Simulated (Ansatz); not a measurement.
# Calculations on SnH4ClF

**1. Relaxation**

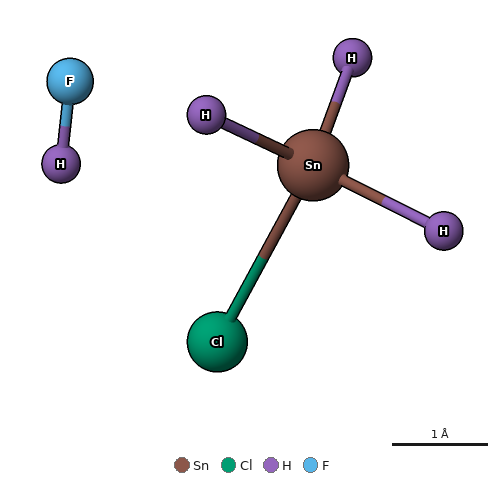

This is the input geometry for a relaxation of SnH$_{4}$ClF. The picture is a ball-and-stick view, seen at a tilt.

The run prepares an end point of a later path (reaction) calculation, from a guessed geometry.

Level of theory: Ansatz 0.2.0, RKS BHLYP/def2-SVP.

Input file:
```yaml
crystal:
  periodic: [false, false, false]
  atoms:
    - { symbol: Sn, position_ang: [0.220673, 0.0, -0.093698] }
    - { symbol: Cl, position_ang: [0.303262, 0.0, 2.307757] }
    - { symbol: H, position_ang: [1.864119, 0.0, -0.536726] }
    - { symbol: H, position_ang: [-0.557328, 1.431844, -0.552906] }
    - { symbol: H, position_ang: [-0.557328, -1.431844, -0.552906] }
    - { symbol: F, position_ang: [-2.615646, 0.0, 1.083873] }
    - { symbol: H, position_ang: [-2.230752, 0.0, 1.918205] }
basis:
  gaussian: { orbitals: def2-SVP }
hamiltonian:
  xc: { name: BHLYP }
relax:
  f_tol: 0.03
  max_steps: 50
```

Command:
```bash
ansatz run input.yaml --threads 1 --pin off --max-ram 2048MiB --backend cpu --events-out ev --progress --plain --runs-dir out
```

Question: What does the optimiser find from here?

Answer: The energy falls by 4.06 kJ/mol in 4 accepted moves (5 points after the start). Largest force component: 0.24 eV/Å at the start, 0.0043 eV/Å at the end. The line search rejected the trial step at point 3 of the run. The largest move after the best rigid fit is that of H7, 0.20 Å. Largest moves by element: H 0.20 Å, Cl 0.16 Å, F 0.12 Å, Sn 0.03 Å. Near-neighbour distances that change, for instance: Sn1–Cl2 2.403 → 2.395 Å, F6–H7 0.919 → 0.923 Å.

The structure at the end:

```xyz
7

Sn    0.2049    0.0000   -0.1173
Cl    0.1424    0.0000    2.2770
H     1.8716    0.0000   -0.4593
H    -0.5535    1.4319   -0.6066
H    -0.5535   -1.4319   -0.6066
F    -2.6476    0.0000    1.1967
H    -2.0375    0.0000    1.8897
```

After the run, drawn alike:

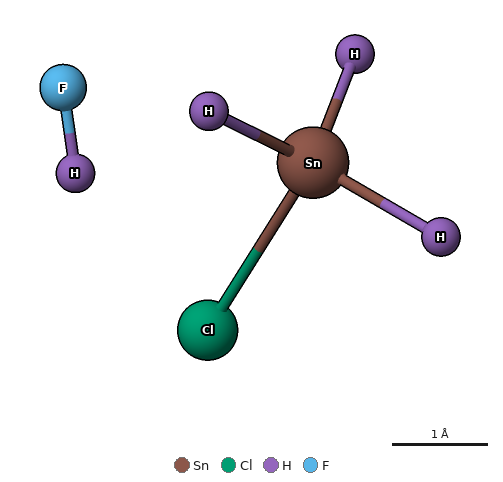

Limits of the set-up: the start holds two separate molecules, 2.6 Å apart at their closest, whose relative position is a soft coordinate and is computed without a dispersion correction.

**2. Relaxation**

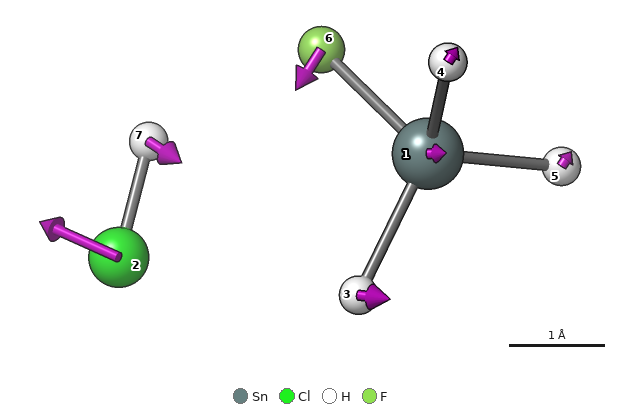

This is a relaxation of SnH₄ClF. The starting structure is drawn; purple arrows show the displacements, magnified 2 times. The two geometries are superimposed by the best rigid fit.

Style: ball-and-stick. Shown at a tilt.

The run prepares an end point of a later path (reaction) calculation, from a guessed geometry.

Computed with RKS BHLYP/def2-SVP (Ansatz). Settings: no spin polarisation; force threshold 0.03 eV/Å; at most 50 steps.

Question: Describe the change and its energy.

Answer: Over 7 accepted moves (8 points after the start) the energy falls by 0.189 eV. The largest force component goes from 1.2 to 0.0055 eV/Å. The line search rejected the trial step at point 2 of the run. The forces were under the threshold at step 6, but the run went on from there. The atom that moves furthest after the best rigid fit is Cl2 (0.55 Å). Largest moves by element: Cl 0.55 Å, F 0.26 Å, H 0.26 Å, Sn 0.11 Å. Some distances before and after: Sn1–F6 1.906 → 1.959 Å, Cl2–H7 1.326 → 1.294 Å, Sn1–H4 1.703 → 1.696 Å. Bond angles that change, for instance: H3–Sn1–F6 111.2° → 104.5°. Cost: 27 s on 1 thread of Arm Neoverse V2, with other jobs on the host, peak memory 0.16 GiB.

**3. Path**

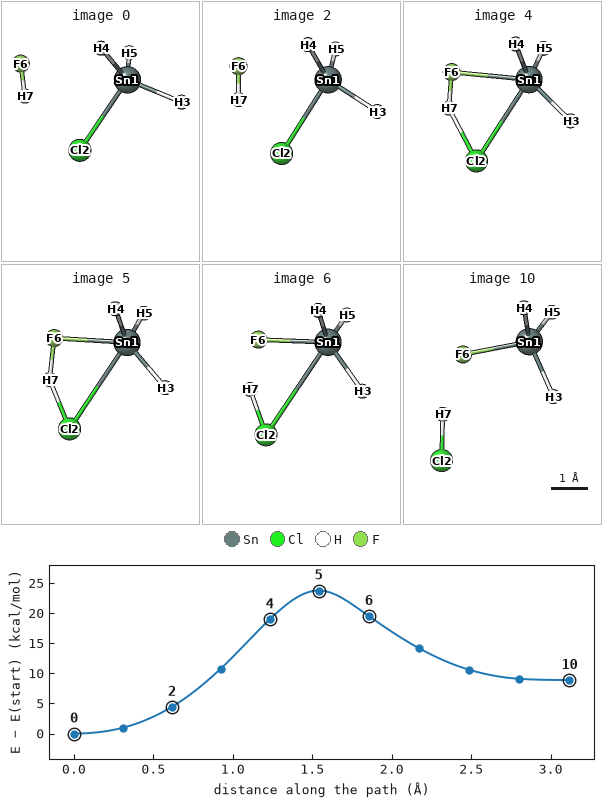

A search for the minimum-energy path of SnH4ClF, made up at the start of SnH3Cl and HF by the nudged elastic band. Images are numbered from 0 (start) to 10 (end). The picture is a ball-and-stick view, seen at a tilt.

These are results of RKS BHLYP/def2-SVP in Ansatz 0.2.0, not measurements. Settings: 9 movable images; climbing image; force threshold 0.03 eV/Å; iteration limit 49; starting path through a guess of the saddle point.

**Read off the barrier and say what moves.**

Forward barrier 23.8 kcal/mol, backward barrier 14.9 kcal/mol, with image 5 at the top; the reaction energy is +8.9 kcal/mol. Breaking: F6–H7 (0.92 → 1.17 at the top → 1.77 Å), Sn1–Cl2 (2.40 → 2.92 at the top → 4.17 Å). Forming: Cl2–H7 (2.21 → 1.50 at the top → 1.29 Å), Sn1–F6 (3.14 → 2.12 at the top → 1.96 Å). The band converged in 11 iterations. The largest component of the band force went from 4.9 to 0.0094 eV/Å. The climbing image converged on the top of the path. Its vibrational analysis gives 2 imaginary modes over 30i cm⁻¹, so it isn't confirmed as a transition state.

Limits of the set-up: the start holds two separate molecules, 2.2 Å apart at their closest, whose relative position is a soft coordinate and is computed without a dispersion correction.
